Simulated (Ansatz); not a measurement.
# C2H3AlCl2: what the fields show

```xyz
8

C     0.3844    0.2637    1.2466
C    -0.6337   -0.0403    0.4095
Al   -0.4845    0.2658   -1.4944
Cl   -2.0308   -0.2040   -2.8489
Cl    1.2927    1.1045   -2.2686
H     1.3337    0.6968    0.8814
H     0.3237    0.0954    2.3378
H    -1.5543   -0.4711    0.8473
```

The calculation used RKS PBE-D4/def2-SVP in Ansatz 0.2.0.

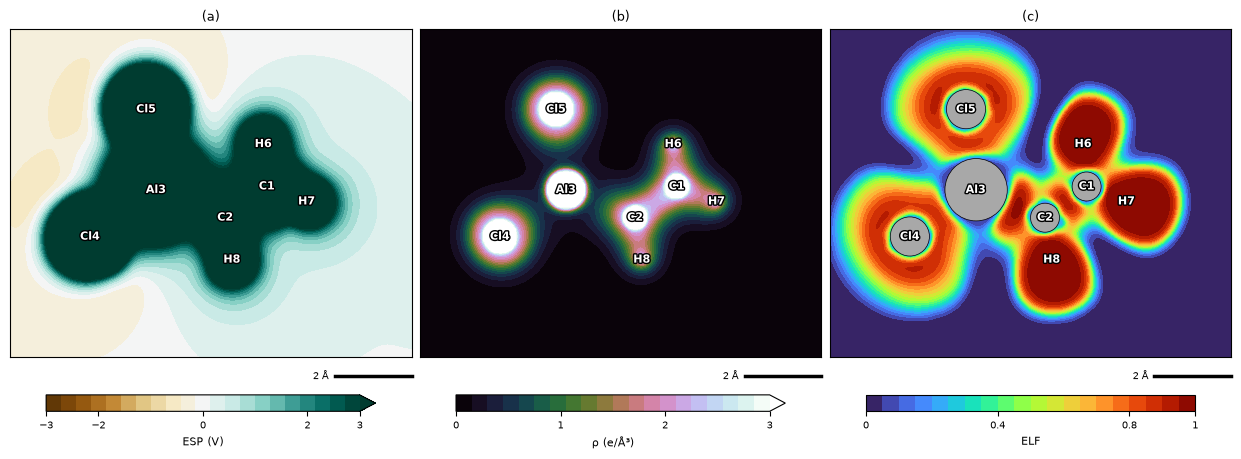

Figure 1. (a) electrostatic potential; (b) electron density; (c) electron localisation function on the molecular plane. Grey discs cover the atomic cores in the ELF map.

Q: Interpret the plot.

A:
- The section cuts through C, Al, Cl and H sites.
- C–C (1.35 Å): ρ at the midpoint is about 2.2 e/Å³; the ELF peaks at about 0.90 between the atoms: localised, covalent bonding.
- C–Al (1.93 Å): ρ is about 0.73 e/Å³ halfway; the ELF peaks at about 1 between the atoms, as expected for a shared but strongly polarised pair.
- Al–Cl (2.11 Å): the density is about 0.69 e/Å³ at the midpoint; the ELF peaks at about 0.85 in the valence shell of Cl, 0.9 Å from its nucleus, and is about 0.80 at the midpoint.
- C–H (1.11 Å): the density is about 1.9 e/Å³ at the midpoint; the ELF climbs to about 1 towards the hydrogen, as it does in any bond to H; a covalent bond by its length.
- The ELF also peaks beside Cl4 and Cl5, away from the bonds: lone-pair regions.
- Outside the dense part of the molecule the potential is most negative (−0.6 V) near Cl5.

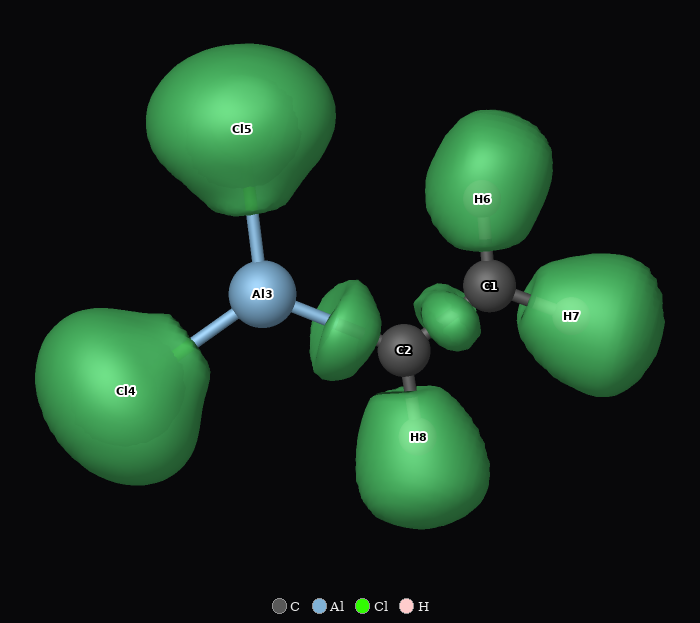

Figure 2. Isosurface of the ELF at 0.8 (green), seen across its widest extent. Core shells and regions of very low density are left out.

Q: Describe the localisation domains.

A: The surface consists of one region between bonded Al–C atoms (shared pairs), one region between bonded C–C atoms (shared pairs), three regions around hydrogen nuclei and two regions on Cl in which the atom's valence shell and bonds are merged.

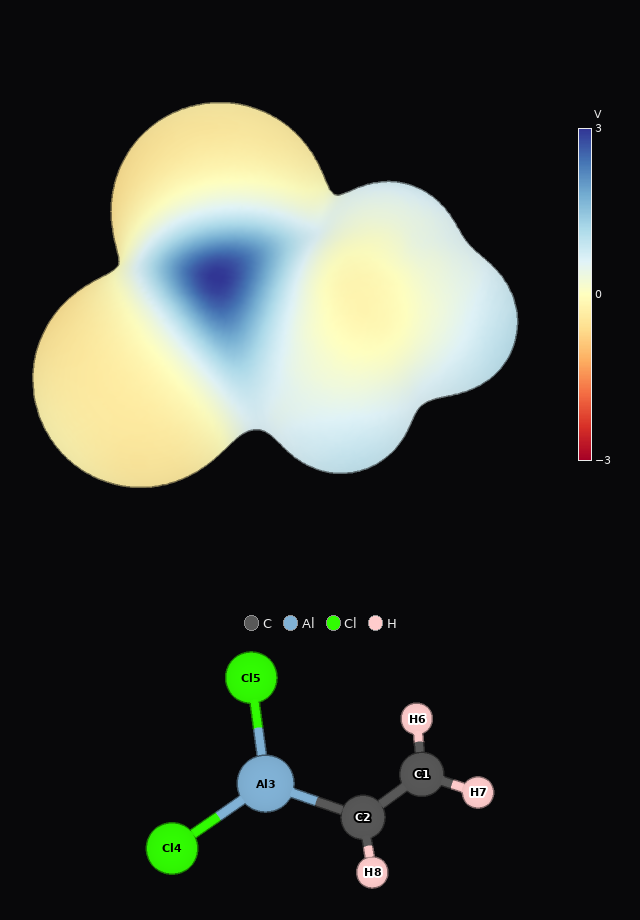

Figure 3. The electrostatic potential painted on the density surface at 0.002 e/bohr³, seen at a tilt; red is negative and blue positive. The bare structure is drawn below in the same view.

Q: Describe the electrostatic potential map.

A: The most negative region (about −0.6 V) lies over Cl4 and Cl5, the most positive (about +2.9 V) over Al3.

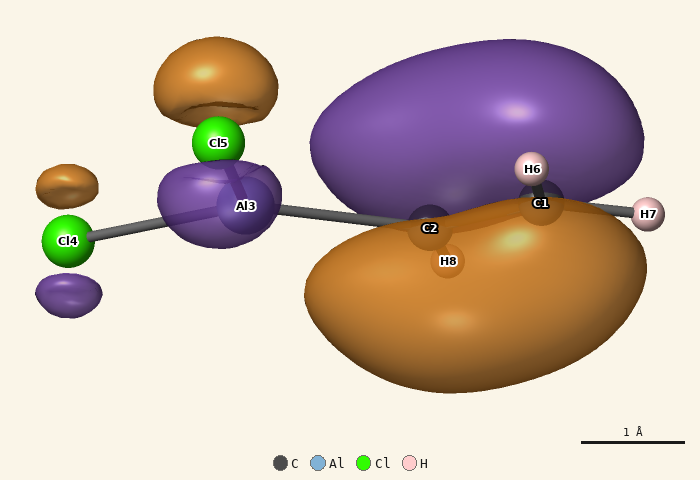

Figure 4. The HOMO at ±0.1 Å⁻³ᐟ² (orange and purple are the two phases), seen from one side.

Q: What is the character of this orbital?

A: Its weight (Hirshfeld) is mainly on C2 (about 40 %) and C1 (about 40 %); it changes sign across the molecular plane (π type); π-bonding across C1–C2. Its energy is −7.25 eV.
